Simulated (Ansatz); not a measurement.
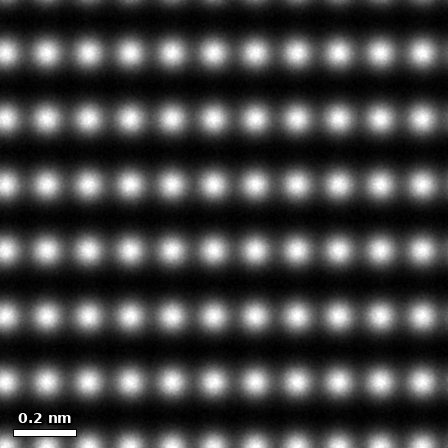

Integrated-DPC-like image of a crystal. Simulated as the projected potential of neutral atoms (B = 0.3 Å²) blurred by a 0.56 Å probe, the thin-sample limit of integrated differential phase contrast. Shot noise was added.

Give the net of the columns and its spacings.

The pattern repeats on a rectangular net of 1.4 × 2.1 Å.

What is the plane group of the image?

p2mm: mirror lines in two perpendicular directions, with twofold points where they cross.

How many columns does the smallest repeating cell hold, and how many levels of brightness?

1 column in the primitive cell of 2.9 Å², all of one brightness.

The crystal is Ru (P6_3/mmc, No. 194) seen along [210]. Model: coordinates from a relaxation at fixed volume with Ansatz, DFT r2SCAN, scalar-relativistic, plane waves, PAW.
